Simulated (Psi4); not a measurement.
# AlO (SMILES [O]=[Al]): UCCSD(T)/cc-pVTZ (density fitting, density fitting for correlation, qc module occ)

What is the vertical doublet–quartet gap of AlO at UCCSD(T)/cc-pVTZ (density fitting, density fitting for correlation, qc module occ)? 

Program for the calculation: Psi4 1.11.

## 1. The structure to begin with

AlO has 2 atoms, charge 0, and is taken as a doublet. As SMILES, `[O]=[Al]`. The shape comes from GFN2-xTB, which is rough for such elements, and wasn't checked as a minimum.

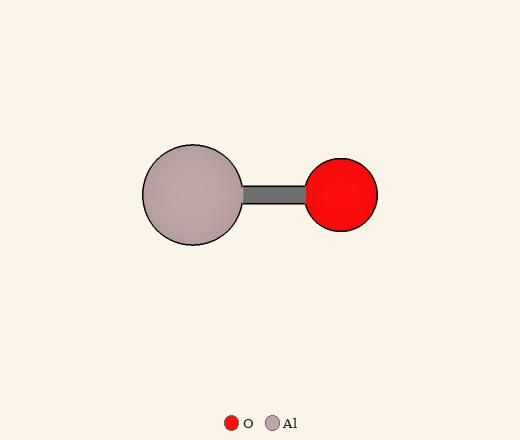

The structure, seen from a chosen angle (oxygen red, aluminium light grey).

## 2. A single-point energy at UCCSD(T)/cc-pVTZ (density fitting, density fitting for correlation, qc module occ)

File input.json:

```json
{
 "schema_name": "qcschema_input",
 "schema_version": 1,
 "molecule": {
  "schema_name": "qcschema_molecule",
  "schema_version": 2,
  "symbols": ["O", "Al"],
  "geometry": [0.0, 0.0, 0.0, 0.0, 0.0, 2.9669645],
  "molecular_charge": 0,
  "molecular_multiplicity": 2
 },
 "driver": "energy",
 "model": {
  "method": "ccsd(t)",
  "basis": "cc-pVTZ"
 },
 "keywords": {
  "reference": "uhf",
  "freeze_core": true,
  "cc_type": "df",
  "scf_type": "df",
  "qc_module": "occ",
  "maxiter": 100,
  "soscf": true,
  "soscf_start_convergence": 0.001
 }
}
```

The run is started by

```console
$ psi4 --qcschema input.json -n 1 --memory 1600MB
```

stdout:

```text
Psi4 1.11 release

    For method 'CCSD(T)', SCF Algorithm Type (re)set to DISK_DF.

   => Loading Basis Set <=

    Name: CC-PVTZ
    Role: ORBITAL
    Keyword: BASIS

         ---------------------------------------------------------
                                   SCF
                              UHF Reference
                        1 Threads,   1525 MiB Core
         ---------------------------------------------------------

  ==> Geometry <==

    Molecular point group: c2v
    Full point group: C_inf_v

    Geometry (in Bohr), charge = 0, multiplicity = 2:

[... 92 lines left out ...]
   @DF-UHF iter   1:  -316.49989952643114   -7.15671e-01   2.10489e-02 DIIS/ADIIS
[... 6 lines left out ...]
   @DF-UHF iter   8:  -316.76943869572125   -9.92774e-04   4.50418e-04 SOSCF, nmicro=5
[... 6 lines left out ...]
   @DF-UHF iter  15:  -316.76999804993301   -2.76827e-11   3.65853e-08 SOSCF, nmicro=5
[... 9 lines left out ...]
   @S   Observed:                5.000000000E-01
[... 72 lines left out ...]
 Dipole X            :          0.0000000            0.0000000            0.0000000
[... 83 lines left out ...]
  MBIS_D_CONVERGENCE            => (empty)
[... 102 lines left out ...]
	DF-SOS-MP2 Total Energy (a.u.)     :  -317.02962278969540
[... 67 lines left out ...]
	BBB (T) energy                     :    -0.00036386632856
[... 1 line left out ...]
	Number of ijk combinations for AAB: 40
               10.0         0 s
               20.0         0 s
               30.0         0 s
               40.0         0 s
               50.0         0 s
               60.0         0 s
               70.0         0 s
               80.0         1 s
               90.0         1 s
              100.0         1 s
	AAB (T) energy                     :    -0.00647373246410

	Number of ijk combinations for ABB: 30
               10.0         0 s
               20.0         0 s
               30.0         0 s
               40.0         0 s
               50.0         0 s
               60.0         0 s
               70.0         0 s
               80.0         0 s
               90.0         0 s
              100.0         0 s
	ABB (T) energy                     :    -0.00661037281199

	(T) Correction (a.u.)              :    -0.01365361782841
	DF-CCSD(T) Total Energy (a.u.)     :  -317.07922407358660

	total time  =          1 seconds =       0.02 minutes

    Psi4 run time: 0:00:19.15
```

The result, in JSON:

```text
{
 "driver": "energy",
 "model": {
  "method": "ccsd(t)",
  "basis": "cc-pVTZ"
 },
 "success": true,
 "return_result": -317.0792240735866,
 "properties": {
  "calcinfo_nbasis": 64,
  "calcinfo_nmo": 64,
  "calcinfo_nalpha": 11,
  "calcinfo_nbeta": 10,
  "calcinfo_natom": 2,
  "nuclear_repulsion_energy": 35.05266072445424,
  "return_energy": -317.0792240735866,
  "scf_one_electron_energy": -510.6268311958994,
  "scf_two_electron_energy": 158.80417242150992,
  "scf_dipole_moment": [0.0, 0.0, 0.8563289690590885],
  "scf_total_energy": -316.76999804993517,
  "scf_iterations": 16,
  "mp2_same_spin_correlation_energy": -0.0674470920057307,
  "mp2_opposite_spin_correlation_energy": -0.19971133827709958,
  "mp2_singles_energy": 0.0,
  "mp2_doubles_energy": -0.26715843028283026,
  "mp2_correlation_energy": -0.2671584302828478,
  "mp2_total_energy": -317.037156480218,
  "ccsd_singles_energy": 0.0,
  "ccsd_doubles_energy": -0.2955724058230089,
  "ccsd_correlation_energy": -0.2955724058230089,
  "ccsd_total_energy": -317.0655704557582,
  "ccsd_prt_pr_correlation_energy": -0.3092260236514335,
  "ccsd_prt_pr_total_energy": -317.0792240735866
 }
}
```

Wall time 21 s (1 thread of AMD EPYC 7B13 (Zen 3), shared host); peak memory 0.34 GiB.

## 3. The quartet, same level

File alo.dat:

```
memory 1600 MB

molecule mol {
  0 4
  O
  Al 1 1.57005
}

set basis cc-pVTZ
set reference uhf
set freeze_core true
set cc_type df
set scf_type df
set qc_module occ

energy('ccsd(t)')
print_variables()
```

The run is started by

```console
$ psi4 alo.dat alo.out -n 1
```

alo.out:

```text
Psi4 1.11 release

    For method 'CCSD(T)', SCF Algorithm Type (re)set to DISK_DF.

   => Loading Basis Set <=

    Name: CC-PVTZ
    Role: ORBITAL
    Keyword: BASIS

         ---------------------------------------------------------
                                   SCF
                              UHF Reference
                        1 Threads,   1525 MiB Core
         ---------------------------------------------------------

  ==> Geometry <==

    Molecular point group: c2v
    Full point group: C_inf_v

    Geometry (in Angstrom), charge = 0, multiplicity = 4:

[... 93 lines left out ...]
   @DF-UHF iter   2:  -316.69278409905070   -3.20862e-02   3.83603e-03 DIIS/ADIIS
[... 7 lines left out ...]
   @DF-UHF iter  10:  -316.70078377159916   -2.72769e-09   2.21214e-07 DIIS
[... 10 lines left out ...]
   @S   Expected:                1.500000000E+00
[... 74 lines left out ...]
 Dipole X            :          0.0000000            0.0000000            0.0000000
[... 114 lines left out ...]
  PCG_CONVERGENCE               => (empty)
[... 74 lines left out ...]
	DF-MP2 Total Energy (a.u.)         :  -316.91097350697851
[... 90 lines left out ...]
	DF-CCSD(T) Total Energy (a.u.)     :  -316.93397991215318
[... 38 lines left out ...]
  "SOS-MP2 TOTAL ENERGY"                 =>    -316.903154018617
[... 2 lines left out ...]
  Array Variable Map:
  ----------------------------------------------------------------------------
  "CURRENT DIPOLE"                       =>       0.000000000000 ... 0.476971625040 1 by 3
  "SCF DIPOLE"                           =>       0.000000000000 ... 0.476971625040 1 by 3
  "SCF TOTAL ENERGIES"                   =>    -315.784228165259 ... -316.700783771720 1 by 14

    Psi4 run time: 0:00:12.15
```

Wall time 14 s (1 thread of AMD EPYC 7B13 (Zen 3), shared host); peak memory 0.34 GiB.

## 4. Summary of results

At UCCSD(T)/cc-pVTZ (density fitting, density fitting for correlation, qc module occ), 6 core orbitals frozen:

| quantity | value |
| --- | --- |
| doublet: total energy | -317.07922 Eh |
| doublet: HOMO energy (Hartree–Fock orbitals) (highest over α and β) | -9.62 eV |
| doublet: LUMO energy (Hartree–Fock orbitals) (lowest over α and β) | 0.41 eV |
| doublet: correlation energy (6 core orbitals frozen) | -309.2 mEh |
| doublet: (T) correction | -13.65 mEh |
| doublet: ⟨S²⟩ | 0.810 |
| quartet: total energy | -316.93398 Eh |
| quartet: HOMO energy (Hartree–Fock orbitals) (highest over α and β) | -6.36 eV |
| quartet: LUMO energy (Hartree–Fock orbitals) (lowest over α and β) | -0.28 eV |
| quartet: correlation energy (6 core orbitals frozen) | -233.2 mEh |
| quartet: (T) correction | -7.31 mEh |
| quartet: ⟨S²⟩ | 3.757 |
| vertical energy of the quartet above the doublet | 3.952 eV |

At this shape the quartet lies 3.95 eV (381 kJ/mol) above the doublet. The triples (doublet) make up 4.4 % of the correlation energy. The triples (quartet) make up 3.1 % of the correlation energy.
